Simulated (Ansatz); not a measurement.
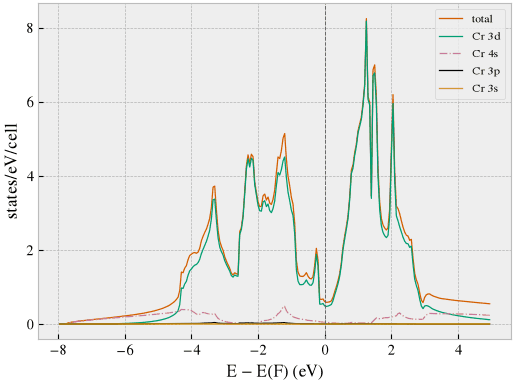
Fig. 1. Total and projected density of states of Cr (bcc (W type), Im-3m), PBE (plane waves, PAW; program Ansatz)

**Question.** Which orbitals carry the states next to the Fermi level?

**Answer.** Within 0.5 eV of the Fermi level: Cr 3d 88 %, Cr 4s 5 %, outside the projected shells 6 %. Projections are on Löwdin-orthogonalised atomic valence shells; empty p or d shells of many metals are not among them.

**Question.** Where is the tallest occupied peak in this window, and what makes it?

**Answer.** Near -1.2 eV, about 5.1 states/eV per cell; the largest projected share is Cr 3d.

The cell was relaxed with PBE under the symmetry of its start, as lowered by the spin order. Spin order of the final state: antiferromagnetic, chosen from 3 collinear starts compared on coarse meshes (ties went to the first, and starts can fall back to one state), not a proven ground state. Textbook magnetic order: a spin-density-wave antiferromagnet.

Potentials: the later of the program's two PAW sets.
